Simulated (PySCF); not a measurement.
**C₅H₃F₃N₂: density, localisation and related maps**

Input file:

```
{"job": {"kind": "uv", "xc": "CAM-B3LYP", "basis": "def2-SVPD", "nstates": 8, "ntriplets": 3}, "charge": 0, "multiplicity": 1}
F      2.608286     0.023414     1.330733
C      2.166703    -0.174917     0.077887
F      2.597945    -1.381468    -0.299207
F      2.782880     0.721405    -0.696246
C      0.656398    -0.055365     0.008418
N     -0.031790    -1.154600     0.250791
C     -1.349917    -1.046799     0.205866
C     -1.977392     0.158352    -0.079174
C     -1.146832     1.246969    -0.307744
N      0.171524     1.141065    -0.263094
H     -1.901731    -1.955021     0.405521
H     -3.050218     0.244594    -0.119287
H     -1.530244     2.232858    -0.532194
```

Launched as:

```sh
OMP_NUM_THREADS=1 python probes_run.py task.json out
```

Geometry: GFN2-xTB.

Theory: PySCF, CAM-B3LYP/def2-SVPD, SCF density, gas phase.

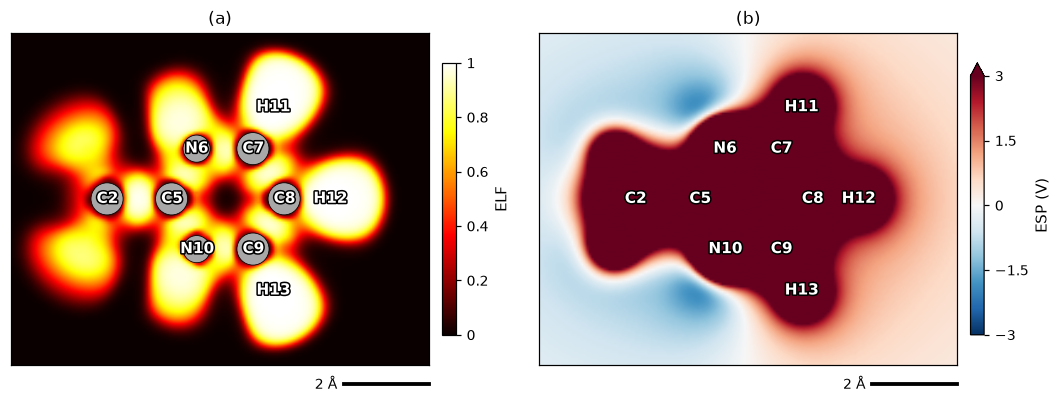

Figure 1. (a) electron localisation function; (b) molecular electrostatic potential on the plane of atoms N10, C9 and H13. Grey discs cover the atomic cores in the ELF map.

Read the bonding off the picture.

Answer. Atoms in the plane: C, N and H.
C–N (1.32 Å): the ELF peaks at about 0.90 between the atoms: localised, covalent bonding.
C–C (1.39 Å): the ELF peaks at about 0.95 between the atoms: a covalent bond.
C–H (1.08 Å): the ELF climbs to about 1 towards the hydrogen, as it does in any bond to H: a covalent bond by its length.
C–C (1.52 Å): the ELF peaks at about 1 between the atoms: a shared electron pair.
The ELF also peaks beside N10, F4, F3 and N6, away from the bonds: lone-pair regions.
Outside the dense part of the molecule the potential is most negative (−1.9 V) near N6 and N10.

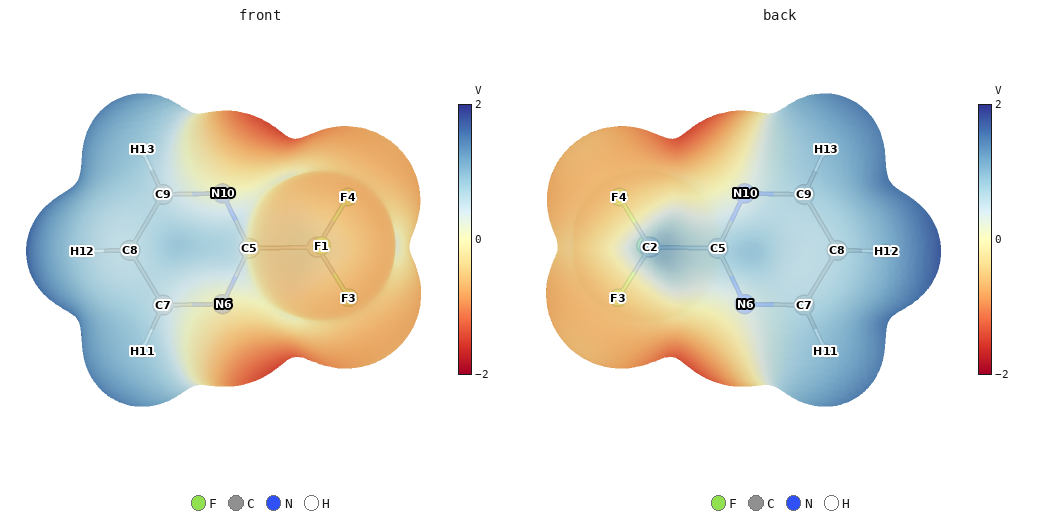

Figure 2. The molecular electrostatic potential painted on the density surface at 0.002 e/bohr³, seen from the front and from behind; the colour scale runs from red (negative) to blue (positive).

Where is the surface potential most negative and most positive?

Answer. The most negative region (about −1.4 V) lies over N6 and N10, the most positive (about +1.7 V) over H12.

What dipole moment does the calculation give?

Answer. Its dipole moment is 5.20 D.
